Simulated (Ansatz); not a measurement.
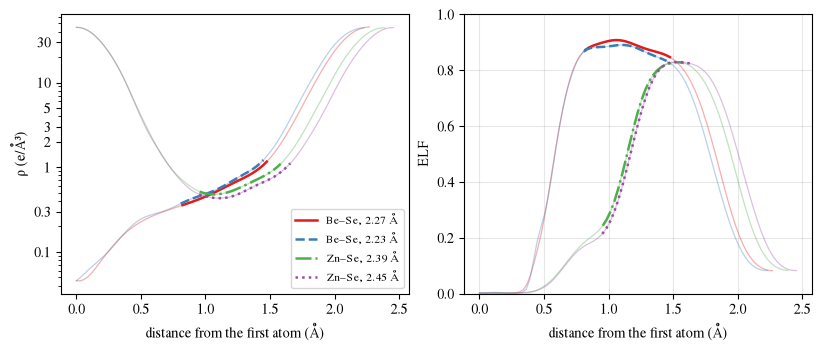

Figure 1: Be5ZnSe6. Valence charge density (pseudo) and electron localisation function along straight lines between neighbouring atoms. Thin, pale parts lie inside the atomic spheres.

Space group P3m1; a structure generated by program, which may or may not match a known phase.

Level of theory: DFT PBE, scalar-relativistic, plane waves, PAW in Ansatz 0.2.0.

The density is the valence pseudo-density of a PAW calculation; it isn't the true density close to the nuclei.

```yaml
crystal:
  lattice:
    - [3.72367, 0.00000, 0.00000]
    - [-1.86183, 3.22479, 0.00000]
    - [0.00000, 0.00000, 18.33088]
  atoms:
    - { symbol: Be, position: [0.00000, 0.00000, 0.00446] }
    - { symbol: Be, position: [0.33333, 0.66667, 0.84262] }
    - { symbol: Be, position: [0.00000, 0.00000, 0.49079] }
    - { symbol: Be, position: [0.33333, 0.66667, 0.32860] }
    - { symbol: Be, position: [0.66667, 0.33333, 0.16654] }
    - { symbol: Zn, position: [0.66667, 0.33333, 0.66420] }
    - { symbol: Se, position: [0.00000, 0.00000, 0.88222] }
    - { symbol: Se, position: [0.33333, 0.66667, 0.72103] }
    - { symbol: Se, position: [0.66667, 0.33333, 0.53029] }
    - { symbol: Se, position: [0.00000, 0.00000, 0.36850] }
    - { symbol: Se, position: [0.33333, 0.66667, 0.20641] }
    - { symbol: Se, position: [0.66667, 0.33333, 0.04434] }
```

**What can be read from the curves?**

Be–Se (2.27 Å): the density is about 0.56 e/Å³ at the midpoint; the ELF peaks at about 0.90 between the atoms (a polar covalent bond).
Be–Se (2.23 Å): ρ is about 0.57 e/Å³ halfway; the ELF peaks at about 0.90 between the atoms: a polar covalent bond.
Zn–Se (2.39 Å): ρ is about 0.52 e/Å³ halfway; the ELF is about 0.60 at the midpoint.
Zn–Se (2.45 Å): the density is about 0.46 e/Å³ at the midpoint; the ELF is about 0.60 at the midpoint.
